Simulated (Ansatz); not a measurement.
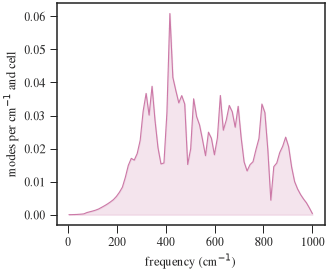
Figure: Phonon density of states of SiO$_{2}$ in the rutile structure; finite displacements on a 4×4×6 mesh, Ansatz (a first-principles code), PBE functional, plane-wave PAW, k mesh 8×8×12

Another polymorph of this substance is known too; which is more stable was not tested here. Dynamical quadrupoles are not included in the interpolation of the phonons between the solved wave vectors.

Task: Where is the tallest peak, and is there a gap in the spectrum?

Result: The tallest peak lies near 420 cm⁻¹. No clear gap shows at this resolution.
